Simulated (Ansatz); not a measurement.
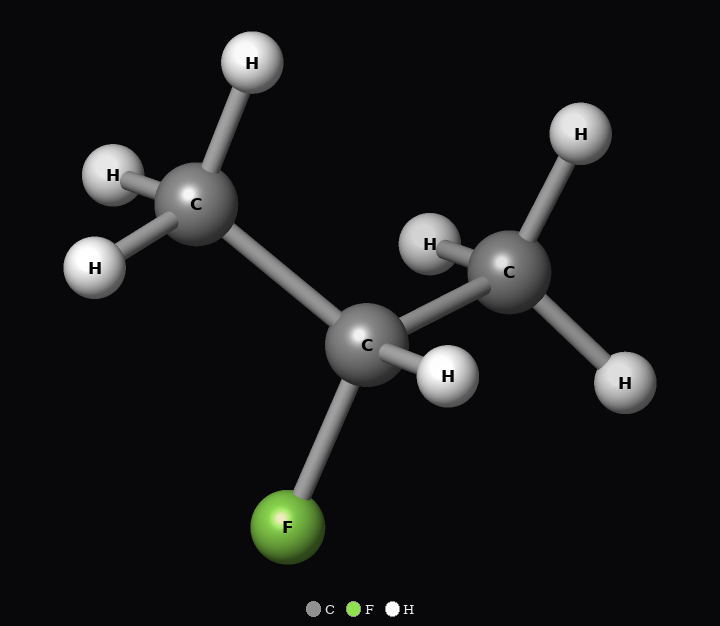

Every bond is drawn as one stick, whatever its order.

The geometry was computed by an optimisation with PBE0-D4/def2-TZVP.

Describe the molecule.

It has 11 atoms: 3 carbon, 7 hydrogen and 1 fluorine (C3H7F). As SMILES it reads `CC(C)F`. It has no ring. Among its groups: C–F bond. This geometry has Cs symmetry. Coordination: 3 C tetrahedral.

The parts below concern this one geometry. Atoms keep their numbers from picture to picture.

**Geometry**

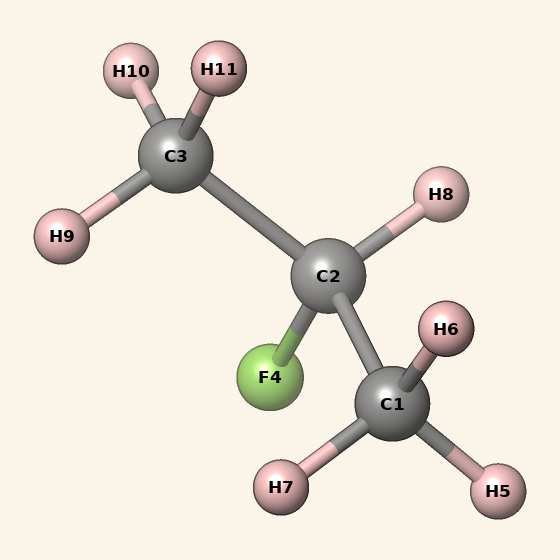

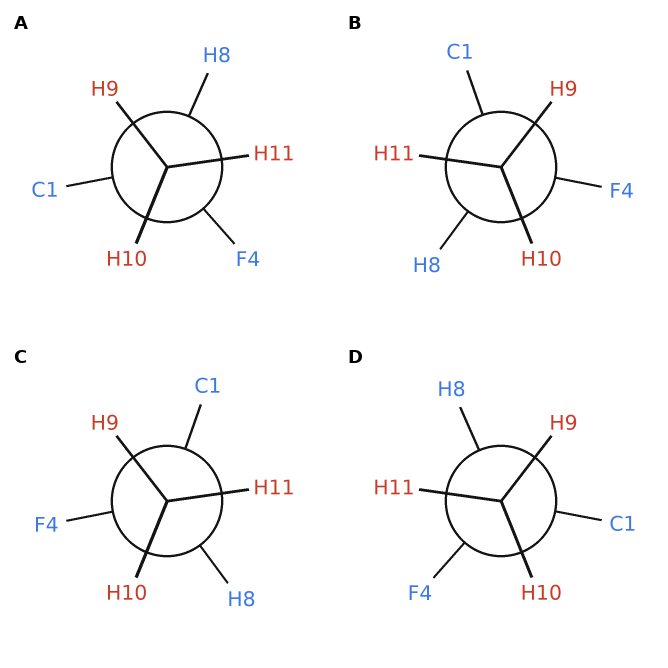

Depth is shown by fading: the farther an atom, the more it takes the colour of the background. Bonds that would overlap in a projection are set slightly apart.

Which Newman projection shows the view along C3–C2, with C3 in front?

Answer. B. The torsion angle H9–C3–C2–F4 is 63°, synclinal (gauche).

**Charges**

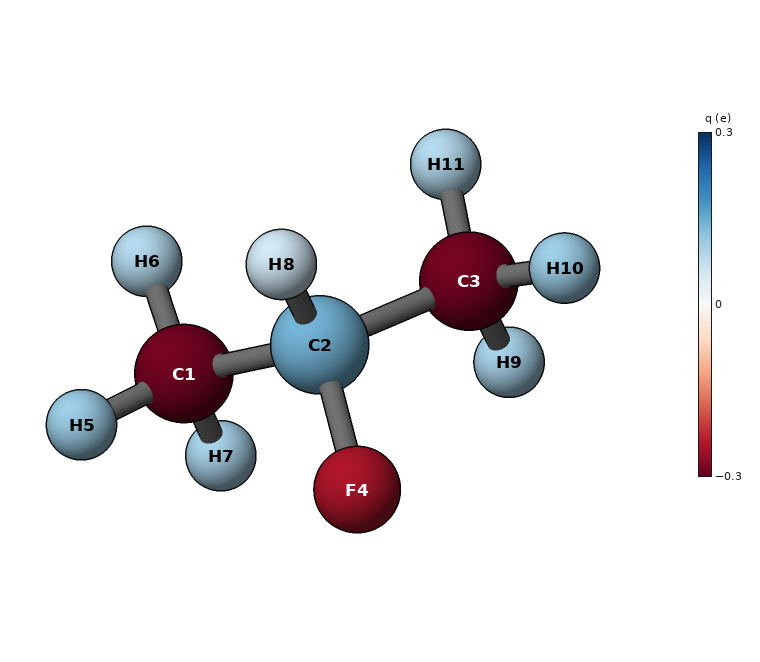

Atoms are coloured by their Mulliken charges. Level of theory: RKS ωB97M-V/def2-TZVPP (Ansatz 0.2.0).

Give the Mulliken charges atom by atom.

```tsv
atom	value (e)
C1	−0.29
C2	0.14
C3	−0.29
F4	−0.25
H5	0.11
H6	0.09
H7	0.10
H8	0.06
H9	0.10
H10	0.11
H11	0.09
```

**Thermal motion**

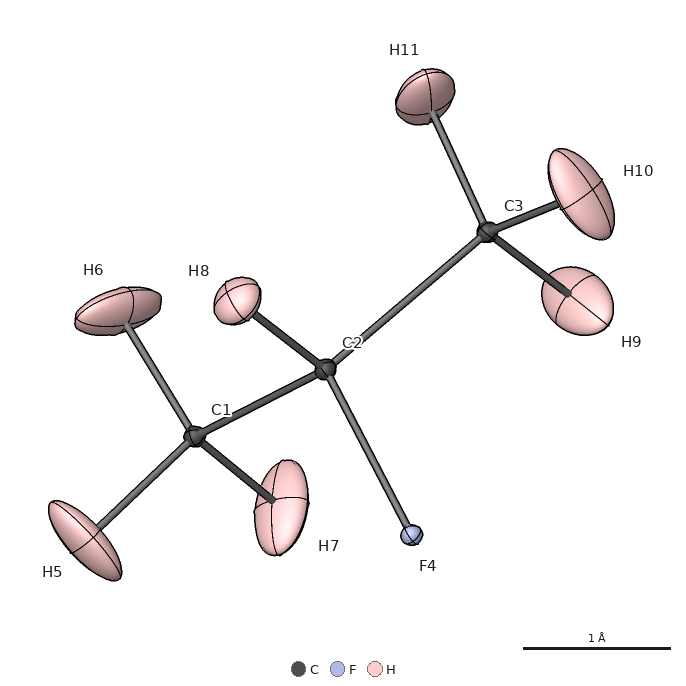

Displacement ellipsoids at the 50 % level, from the internal vibrations of the free molecule (harmonic, no overall translation or rotation; no half-axis is drawn under 0.075 Å). Vibrations computed with RKS PBE0-D4/def2-TZVP (Ansatz 0.2.0). Temperature: 298 K.

List U_eq and the three principal root-mean-square amplitudes for each kind of atom.

```
   atom  U_eq (Å²)   rms amplitudes (Å)
 C1, C3     0.0012  0.024, 0.038, 0.041
     C2     0.0014  0.034, 0.036, 0.040
     F4    0.00094  0.021, 0.033, 0.035
H5, H10     0.0253  0.080, 0.135, 0.227
H6, H11     0.0267  0.079, 0.135, 0.236
 H7, H9     0.0271  0.074, 0.137, 0.239
     H8     0.0111  0.081, 0.114, 0.117
```

**Electronic properties**

Properties computed with RKS BLYP-D4/def2-TZVPP (Ansatz 0.2.0).

Predict the main results.

- HOMO energy (Kohn–Sham orbital): −7.48 eV
- LUMO energy (Kohn–Sham orbital): 0.44 eV
- HOMO–LUMO gap: 7.92 eV
- dispersion correction: −33.6 kJ/mol

Mulliken values depend strongly on the basis set and can even reverse the polarity of a bond.
